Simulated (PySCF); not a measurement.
# In+: excitation energies in x2c-TZVPPall, part 1 of 2

Aim: the excitation energy of indium from differences of total energies, at each level of theory, and how far each lands from the tabulated value where there is one.

Method: unrestricted determinants in a Gaussian basis, no spin-orbit coupling in the energies. Code: PySCF 2.14.0.

## 1. Starting point

```
Element                                   : indium (Z = 49)
Basis                                     : x2c-TZVPPall (8s6p4d2f, 60 functions)
Hamiltonian                               : scalar relativity by spin-free X2C-1e
State 1                                   : In+: [Kr] 4d10 5s1 5p1, high-spin 3P determinant (an excited configuration)
State 2                                   : In+: [Kr] 4d10 5s1 5p1, 5s spin antiparallel (an excited configuration)
Needed too, but not shown                 : In+ [Kr] 4d10 5s2 (1S)
Methods                                   : UHF, LDA, PBE, PBE0, r2SCAN, B2PLYP, M06-L, wB97M-V, CAM-B3LYP, MP2
Core shells frozen in the correlated runs : valence: [Kr] 4d10; valence and next inner shell: [Ar] 3d10 (for In+)
```

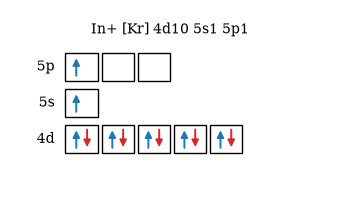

The shells outside the core, filled by Hund's rule for the drawing.

One driver process ran all states and methods and kept the integrals in memory. Each run is shown as a PySCF script that sums up its settings (the driver passes frozen orbitals as a list and adds second-order terms of double hybrids); the logs are those of the runs themselves. The driver starts from symmetry-adapted Hartree-Fock orbitals, holds the occupation by maximum overlap and uses a logarithmic radial grid for functionals, so a plain start would take other cycles.

The integrals over 60 functions and the set-up took 1.4 s of CPU time.

## 2. In+ [Kr] 4d10 5s1 5p1: the ladder of methods

UHF:

Input file input.py:

```python
from pyscf import gto, scf, dft, mp, cc
import basis_set_exchange as bse
mol = gto.M(atom="In 0 0 0", charge=1, spin=2, symmetry="D2h",
            basis=gto.basis.parse(bse.get_basis("x2c-TZVPPall", elements=["In"], fmt="nwchem")),
            nucmod="G")
mf = scf.UHF(mol).sfx2c1e()
mf.irrep_nelec = {'Ag': (9, 8), 'B1g': (2, 2), 'B2g': (2, 2), 'B3g': (2, 2), 'B1u': (3, 3), 'B2u': (4, 3), 'B3u': (3, 3)}
mf.kernel()
```

Standard output:

```text
damping factor = 0
level_shift factor = 0
DIIS = <class 'pyscf.scf.diis.CDIIS'>
diis_start_cycle = 1
diis_space = 10
diis_damp = 0
SCF conv_tol = 1e-09
SCF conv_tol_grad = None
number electrons alpha = 25  beta = 23
cycle= 1 E= -5877.89720125648  delta_E= -0.00189  |g|= 0.0138  |ddm|= 0.071
cycle= 2 E= -5877.89744555881  delta_E= -0.000244  |g|= 0.00546  |ddm|= 0.0265
cycle= 3 E= -5877.89749157577  delta_E= -4.6e-05  |g|= 0.00081  |ddm|= 0.017
cycle= 4 E= -5877.89749248351  delta_E= -9.08e-07  |g|= 0.000202  |ddm|= 0.00266
cycle= 5 E= -5877.89749250596  delta_E= -2.24e-08  |g|= 4.96e-05  |ddm|= 0.000358
cycle= 6 E= -5877.89749250736  delta_E= -1.41e-09  |g|= 3.97e-06  |ddm|= 0.000104
cycle= 7 E= -5877.89749250738  delta_E= -1.82e-11  |g|= 5.58e-07  |ddm|= 9.87e-06
converged SCF energy = -5877.89749250738  <S^2> = 2.0024337  2S+1 = 3.001622
```

It used 8.1 s of CPU time after the integrals (shared host).

The occupied shells:

```csv
shell,electrons,mean orbital energy (eV),spread (eV),rms radius (bohr)
1s α,1,-28089.2,0,0.0340
1s β,1,-28089.1,0,0.0340
2s α,1,-4303.8,0,0.139
2s β,1,-4303.8,0,0.139
2p α,3,-3859.0,0.004,0.124
2p β,3,-3859.0,0.068,0.124
3s α,1,-862.88,0,0.371
3s β,1,-862.68,0,0.371
3p α,3,-713.25,0.058,0.372
3p β,3,-713.15,0.189,0.372
3d α,5,-480.48,0.145,0.352
3d β,5,-480.48,0.168,0.352
4s α,1,-153.25,0,0.908
4s β,1,-152.84,0,0.908
4p α,3,-106.27,0.098,0.990
4p β,3,-106.12,0.429,0.990
4d α,5,-36.419,0.351,1.27
4d β,5,-36.138,0.551,1.27
5s α,1,-20.190,0,2.71
5p α,1,-13.099,0,3.39
```

⟨S²⟩ = 2.002, ⟨L²⟩ = 2.02.

Spin-orbit constants on these orbitals (cm⁻¹; bare nucleus, screened nucleus, mean field): 5p 2163, 2074, 2018. To first order in LS coupling the lowest level has J = 0 and lies 0.250 eV below the centre of the term.

LDA:

Changes to input.py:

```diff
@@ -5,3 +5,3 @@
             nucmod="G")
-mf = scf.UHF(mol).sfx2c1e()
+mf = dft.UKS(mol, xc="LDA,VWN").sfx2c1e()
 mf.irrep_nelec = {'Ag': (9, 8), 'B1g': (2, 2), 'B2g': (2, 2), 'B3g': (2, 2), 'B1u': (3, 3), 'B2u': (4, 3), 'B3u': (3, 3)}
```

Standard output:

```text
damping factor = 0
level_shift factor = 0
DIIS = <class 'pyscf.scf.diis.CDIIS'>
diis_start_cycle = 1
diis_space = 10
diis_damp = 0
SCF conv_tol = 1e-09
SCF conv_tol_grad = None
number electrons alpha = 25  beta = 23
XC functionals = LDA,VWN
    P. A. M. Dirac.,  Math. Proc. Cambridge Philos. Soc. 26, 376 (1930)
    F. Bloch.,  Z. Phys. 57, 545 (1929)
    S. H. Vosko, L. Wilk, and M. Nusair.,  Can. J. Phys. 58, 1200 (1980)
cycle= 1 E= -5874.64560834552  delta_E= -0.0199  |g|= 0.0941  |ddm|= 0.383
cycle= 2 E= -5874.6452235058  delta_E= 0.000385  |g|= 0.0931  |ddm|= 0.121
cycle= 3 E= -5874.64691211796  delta_E= -0.00169  |g|= 0.00706  |ddm|= 0.0714
cycle= 4 E= -5874.64692309934  delta_E= -1.1e-05  |g|= 0.000106  |ddm|= 0.00562
cycle= 5 E= -5874.64692310246  delta_E= -3.12e-09  |g|= 5.21e-06  |ddm|= 0.000124
cycle= 6 E= -5874.64692310248  delta_E= -1.64e-11  |g|= 3.27e-07  |ddm|= 6.95e-06
converged SCF energy = -5874.64692310248  <S^2> = 2.0009528  2S+1 = 3.0006351
```

CPU time 0.43 s on a shared host, the integrals not counted.

PBE:

Changes to input.py:

```diff
@@ -5,3 +5,3 @@
             nucmod="G")
-mf = dft.UKS(mol, xc="LDA,VWN").sfx2c1e()
+mf = dft.UKS(mol, xc="PBE").sfx2c1e()
 mf.irrep_nelec = {'Ag': (9, 8), 'B1g': (2, 2), 'B2g': (2, 2), 'B3g': (2, 2), 'B1u': (3, 3), 'B2u': (4, 3), 'B3u': (3, 3)}
```

Standard output:

```text
damping factor = 0
level_shift factor = 0
DIIS = <class 'pyscf.scf.diis.CDIIS'>
diis_start_cycle = 1
diis_space = 10
diis_damp = 0
SCF conv_tol = 1e-09
SCF conv_tol_grad = None
number electrons alpha = 25  beta = 23
XC functionals = PBE
    J. P. Perdew, K. Burke, and M. Ernzerhof.,  Phys. Rev. Lett. 77, 3865 (1996)
    J. P. Perdew, K. Burke, and M. Ernzerhof.,  Phys. Rev. Lett. 78, 1396 (1997)
    J. P. Perdew, K. Burke, and M. Ernzerhof.,  Phys. Rev. Lett. 77, 3865 (1996)
    J. P. Perdew, K. Burke, and M. Ernzerhof.,  Phys. Rev. Lett. 78, 1396 (1997)
cycle= 1 E= -5880.07488831722  delta_E= -0.013  |g|= 0.0654  |ddm|= 0.316
cycle= 2 E= -5880.07472571541  delta_E= 0.000163  |g|= 0.0636  |ddm|= 0.0855
cycle= 3 E= -5880.07551933886  delta_E= -0.000794  |g|= 0.00498  |ddm|= 0.0498
cycle= 4 E= -5880.07552490111  delta_E= -5.56e-06  |g|= 7.84e-05  |ddm|= 0.00415
cycle= 5 E= -5880.07552490293  delta_E= -1.82e-09  |g|= 5.59e-06  |ddm|= 0.000105
cycle= 6 E= -5880.07552490293  delta_E= -3.64e-12  |g|= 2.72e-07  |ddm|= 8.29e-06
converged SCF energy = -5880.07552490293  <S^2> = 2.0011057  2S+1 = 3.0007371
```

It used 0.83 s of CPU time after the integrals (shared host).

PBE0:

Changes to input.py:

```diff
@@ -5,3 +5,3 @@
             nucmod="G")
-mf = dft.UKS(mol, xc="PBE").sfx2c1e()
+mf = dft.UKS(mol, xc="PBE0").sfx2c1e()
 mf.irrep_nelec = {'Ag': (9, 8), 'B1g': (2, 2), 'B2g': (2, 2), 'B3g': (2, 2), 'B1u': (3, 3), 'B2u': (4, 3), 'B3u': (3, 3)}
```

Standard output:

```text
damping factor = 0
level_shift factor = 0
DIIS = <class 'pyscf.scf.diis.CDIIS'>
diis_start_cycle = 1
diis_space = 10
diis_damp = 0
SCF conv_tol = 1e-09
SCF conv_tol_grad = None
number electrons alpha = 25  beta = 23
XC functionals = PBE0
    C. Adamo and V. Barone.,  J. Chem. Phys. 110, 6158 (1999)
    M. Ernzerhof and G. E. Scuseria.,  J. Chem. Phys. 110, 5029 (1999)
cycle= 1 E= -5880.16548430064  delta_E= -0.00778  |g|= 0.0312  |ddm|= 0.238
cycle= 2 E= -5880.16555182533  delta_E= -6.75e-05  |g|= 0.0207  |ddm|= 0.0515
cycle= 3 E= -5880.16563135346  delta_E= -7.95e-05  |g|= 0.00357  |ddm|= 0.0162
cycle= 4 E= -5880.16563419551  delta_E= -2.84e-06  |g|= 0.000136  |ddm|= 0.00373
cycle= 5 E= -5880.1656342203  delta_E= -2.48e-08  |g|= 1.19e-05  |ddm|= 0.000475
cycle= 6 E= -5880.16563422046  delta_E= -1.62e-10  |g|= 5.03e-07  |ddm|= 4.65e-05
converged SCF energy = -5880.16563422046  <S^2> = 2.0012596  2S+1 = 3.0008396
```

CPU time 0.88 s on a shared host, the integrals not counted.

r2SCAN:

Changes to input.py:

```diff
@@ -5,3 +5,3 @@
             nucmod="G")
-mf = dft.UKS(mol, xc="PBE0").sfx2c1e()
+mf = dft.UKS(mol, xc="R2SCAN").sfx2c1e()
 mf.irrep_nelec = {'Ag': (9, 8), 'B1g': (2, 2), 'B2g': (2, 2), 'B3g': (2, 2), 'B1u': (3, 3), 'B2u': (4, 3), 'B3u': (3, 3)}
```

Standard output:

```text
damping factor = 0
level_shift factor = 0
DIIS = <class 'pyscf.scf.diis.CDIIS'>
diis_start_cycle = 1
diis_space = 10
diis_damp = 0
SCF conv_tol = 1e-09
SCF conv_tol_grad = None
number electrons alpha = 25  beta = 23
XC functionals = R2SCAN
    J. W. Furness, A. D. Kaplan, J. Ning, J. P. Perdew, and J. Sun.,  J. Phys. Chem. Lett. 11, 8208-8215 (2020)
    J. W. Furness, A. D. Kaplan, J. Ning, J. P. Perdew, and J. Sun.,  J. Phys. Chem. Lett. 11, 9248-9248 (2020)
    J. W. Furness, A. D. Kaplan, J. Ning, J. P. Perdew, and J. Sun.,  J. Phys. Chem. Lett. 11, 8208-8215 (2020)
    J. W. Furness, A. D. Kaplan, J. Ning, J. P. Perdew, and J. Sun.,  J. Phys. Chem. Lett. 11, 9248-9248 (2020)
cycle= 1 E= -5880.51585283275  delta_E= -0.00798  |g|= 0.0391  |ddm|= 0.268
cycle= 2 E= -5880.51587189976  delta_E= -1.91e-05  |g|= 0.0305  |ddm|= 0.0551
cycle= 3 E= -5880.5160485764  delta_E= -0.000177  |g|= 0.00447  |ddm|= 0.0246
cycle= 4 E= -5880.51605292903  delta_E= -4.35e-06  |g|= 7.88e-05  |ddm|= 0.00398
cycle= 5 E= -5880.5160529338  delta_E= -4.77e-09  |g|= 5.51e-06  |ddm|= 0.000224
cycle= 6 E= -5880.51605293382  delta_E= -1.09e-11  |g|= 9.13e-07  |ddm|= 7.03e-06
converged SCF energy = -5880.51605293382  <S^2> = 2.0023778  2S+1 = 3.0015848
```

It used 1.4 s of CPU time after the integrals (shared host).

B2PLYP:

Changes to input.py:

```diff
@@ -5,3 +5,3 @@
             nucmod="G")
-mf = dft.UKS(mol, xc="R2SCAN").sfx2c1e()
+mf = dft.UKS(mol, xc="0.53*HF + 0.47*B88, 0.73*LYP").sfx2c1e()
 mf.irrep_nelec = {'Ag': (9, 8), 'B1g': (2, 2), 'B2g': (2, 2), 'B3g': (2, 2), 'B1u': (3, 3), 'B2u': (4, 3), 'B3u': (3, 3)}
```

Standard output:

```text
damping factor = 0
level_shift factor = 0
DIIS = <class 'pyscf.scf.diis.CDIIS'>
diis_start_cycle = 1
diis_space = 10
diis_damp = 0
SCF conv_tol = 1e-09
SCF conv_tol_grad = None
number electrons alpha = 25  beta = 23
XC functionals = 0.53*HF + 0.47*B88, 0.73*LYP
    A. D. Becke.,  Phys. Rev. A 38, 3098 (1988)
    C. Lee, W. Yang, and R. G. Parr.,  Phys. Rev. B 37, 785 (1988)
    B. Miehlich, A. Savin, H. Stoll, and H. Preuss.,  Chem. Phys. Lett. 157, 200 (1989)
cycle= 1 E= -5879.83446530219  delta_E= -0.00437  |g|= 0.0255  |ddm|= 0.153
cycle= 2 E= -5879.83460405698  delta_E= -0.000139  |g|= 0.0144  |ddm|= 0.0504
cycle= 3 E= -5879.83464727559  delta_E= -4.32e-05  |g|= 0.00265  |ddm|= 0.0107
cycle= 4 E= -5879.83465067001  delta_E= -3.39e-06  |g|= 0.000357  |ddm|= 0.00595
cycle= 5 E= -5879.83465078938  delta_E= -1.19e-07  |g|= 4.42e-05  |ddm|= 0.000916
cycle= 6 E= -5879.83465079206  delta_E= -2.68e-09  |g|= 2.79e-06  |ddm|= 0.000183
cycle= 7 E= -5879.83465079207  delta_E= -7.28e-12  |g|= 1.18e-07  |ddm|= 9.84e-06
converged SCF energy = -5879.83465079207  <S^2> = 2.0010932  2S+1 = 3.0007287
```

It used 0.96 s of CPU time after the integrals (shared host).

Script and log cover the SCF part. The PT2 part, added by the driver, -0.00266 hartree before scaling by 0.27, brings the total to -5879.835369 hartree.

M06-L:

Changes to input.py:

```diff
@@ -5,3 +5,3 @@
             nucmod="G")
-mf = dft.UKS(mol, xc="0.53*HF + 0.47*B88, 0.73*LYP").sfx2c1e()
+mf = dft.UKS(mol, xc="M06L").sfx2c1e()
 mf.irrep_nelec = {'Ag': (9, 8), 'B1g': (2, 2), 'B2g': (2, 2), 'B3g': (2, 2), 'B1u': (3, 3), 'B2u': (4, 3), 'B3u': (3, 3)}
```

Standard output:

```text
damping factor = 0
level_shift factor = 0
DIIS = <class 'pyscf.scf.diis.CDIIS'>
diis_start_cycle = 1
diis_space = 10
diis_damp = 0
SCF conv_tol = 1e-09
SCF conv_tol_grad = None
number electrons alpha = 25  beta = 23
XC functionals = M06L
    Y. Zhao and D. G. Truhlar.,  J. Chem. Phys. 125, 194101 (2006)
    Y. Zhao and D. G. Truhlar.,  J. Chem. Phys. 125, 194101 (2006)
    Y. Zhao and D. G. Truhlar.,  Theor. Chem. Acc. 120, 215 (2008)
cycle= 1 E= -5880.40098083805  delta_E= -0.00641  |g|= 0.0128  |ddm|= 0.312
cycle= 2 E= -5880.40103901039  delta_E= -5.82e-05  |g|= 0.00667  |ddm|= 0.0261
cycle= 3 E= -5880.40104761013  delta_E= -8.6e-06  |g|= 0.00368  |ddm|= 0.00966
cycle= 4 E= -5880.40105059594  delta_E= -2.99e-06  |g|= 0.000206  |ddm|= 0.00265
cycle= 5 E= -5880.40105066981  delta_E= -7.39e-08  |g|= 1.84e-05  |ddm|= 0.00114
cycle= 6 E= -5880.40105067056  delta_E= -7.5e-10  |g|= 1.71e-06  |ddm|= 0.000124
converged SCF energy = -5880.40105067056  <S^2> = 2.001415  2S+1 = 3.0009432
```

It used 1.5 s of CPU time after the integrals (shared host).

wB97M-V:

Changes to input.py:

```diff
@@ -5,3 +5,3 @@
             nucmod="G")
-mf = dft.UKS(mol, xc="M06L").sfx2c1e()
+mf = dft.UKS(mol, xc="WB97M_V").sfx2c1e()
 mf.irrep_nelec = {'Ag': (9, 8), 'B1g': (2, 2), 'B2g': (2, 2), 'B3g': (2, 2), 'B1u': (3, 3), 'B2u': (4, 3), 'B3u': (3, 3)}
```

Standard output:

```text
damping factor = 0
level_shift factor = 0
DIIS = <class 'pyscf.scf.diis.CDIIS'>
diis_start_cycle = 1
diis_space = 10
diis_damp = 0
SCF conv_tol = 1e-09
SCF conv_tol_grad = None
number electrons alpha = 25  beta = 23
XC functionals = WB97M_V
    N. Mardirossian and M. Head-Gordon.,  J. Chem. Phys. 144, 214110 (2016)
NLC functional = WB97M_V
cycle= 1 E= -5880.10192018751  delta_E= -0.00727  |g|= 0.0413  |ddm|= 0.179
cycle= 2 E= -5880.10223791716  delta_E= -0.000318  |g|= 0.0247  |ddm|= 0.0776
cycle= 3 E= -5880.10236174254  delta_E= -0.000124  |g|= 0.00377  |ddm|= 0.0177
cycle= 4 E= -5880.10237092503  delta_E= -9.18e-06  |g|= 0.000575  |ddm|= 0.0117
cycle= 5 E= -5880.10237129621  delta_E= -3.71e-07  |g|= 9.55e-05  |ddm|= 0.00178
cycle= 6 E= -5880.10237131295  delta_E= -1.67e-08  |g|= 9.92e-06  |ddm|= 0.000368
cycle= 7 E= -5880.10237131309  delta_E= -1.38e-10  |g|= 5.36e-07  |ddm|= 5.09e-05
converged SCF energy = -5880.10237131309  <S^2> = 2.0007383  2S+1 = 3.0004922
```

It used 3.4 s of CPU time after the integrals (shared host).

CAM-B3LYP:

Changes to input.py:

```diff
@@ -5,3 +5,3 @@
             nucmod="G")
-mf = dft.UKS(mol, xc="WB97M_V").sfx2c1e()
+mf = dft.UKS(mol, xc="CAMB3LYP").sfx2c1e()
 mf.irrep_nelec = {'Ag': (9, 8), 'B1g': (2, 2), 'B2g': (2, 2), 'B3g': (2, 2), 'B1u': (3, 3), 'B2u': (4, 3), 'B3u': (3, 3)}
```

Standard output:

```text
damping factor = 0
level_shift factor = 0
DIIS = <class 'pyscf.scf.diis.CDIIS'>
diis_start_cycle = 1
diis_space = 10
diis_damp = 0
SCF conv_tol = 1e-09
SCF conv_tol_grad = None
number electrons alpha = 25  beta = 23
XC functionals = CAMB3LYP
    T. Yanai, D. P. Tew, and N. C. Handy.,  Chem. Phys. Lett. 393, 51 (2004)
cycle= 1 E= -5880.81075393397  delta_E= -0.0105  |g|= 0.048  |ddm|= 0.219
cycle= 2 E= -5880.81099048942  delta_E= -0.000237  |g|= 0.0329  |ddm|= 0.0833
cycle= 3 E= -5880.81119365364  delta_E= -0.000203  |g|= 0.00374  |ddm|= 0.0229
cycle= 4 E= -5880.81119870305  delta_E= -5.05e-06  |g|= 0.000388  |ddm|= 0.00763
cycle= 5 E= -5880.81119889887  delta_E= -1.96e-07  |g|= 5.23e-05  |ddm|= 0.00142
cycle= 6 E= -5880.81119890394  delta_E= -5.07e-09  |g|= 3.54e-06  |ddm|= 0.000232
cycle= 7 E= -5880.81119890395  delta_E= -1.18e-11  |g|= 2.09e-07  |ddm|= 1.85e-05
converged SCF energy = -5880.81119890395  <S^2> = 2.000682  2S+1 = 3.0004547
```

CPU time 2.4 s on a shared host, the integrals not counted.

## 3. In+ [Kr] 4d10 5s1 5p1, continued

MP2 (valence):

input.py: that of step 2 with these lines changed.

```diff
@@ -5,4 +5,5 @@
             nucmod="G")
-mf = dft.UKS(mol, xc="CAMB3LYP").sfx2c1e()
+mf = scf.UHF(mol).sfx2c1e()
 mf.irrep_nelec = {'Ag': (9, 8), 'B1g': (2, 2), 'B2g': (2, 2), 'B3g': (2, 2), 'B1u': (3, 3), 'B2u': (4, 3), 'B3u': (3, 3)}
 mf.kernel()
+mp.UMP2(mf, frozen=23).kernel()
```

The driver printed no log here.

CPU time 0.02 s on a shared host, the integrals not counted.

With 2 electrons correlated, the MP2 correlation energy is -0.00201 hartree (-0.00201 same spin, 0.00000 opposite spin); the SCS form gives -0.00067. Largest pairs of shells: 5s-5p -0.0020, 5s-5s 0.0000, 5p-5p 0.0000.

MP2 (valence and next inner shell):

Changes to input.py:

```diff
@@ -8,2 +8,2 @@
 mf.kernel()
-mp.UMP2(mf, frozen=23).kernel()
+mp.UMP2(mf, frozen=14).kernel()
```

This step left no log, only its results.

CPU time 0.1 s on a shared host, the integrals not counted.

With 20 electrons correlated, the MP2 correlation energy is -0.30965 hartree (-0.11346 same spin, -0.19618 opposite spin); the SCS form gives -0.27324. Largest pairs of shells: 4d-4d -0.1668, 4p-4d -0.0544, 4d-5s -0.0280, 4p-4p -0.0165, 4d-5p -0.0159.

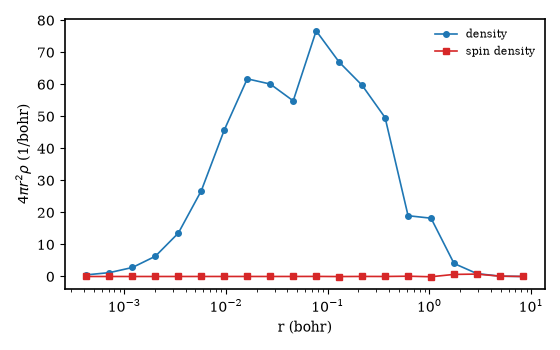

Radial density 4πr²ρ of In+ at UHF, without picture-change correction, at 20 stored radii joined by straight lines.

(Continued in part 2 of 2.)
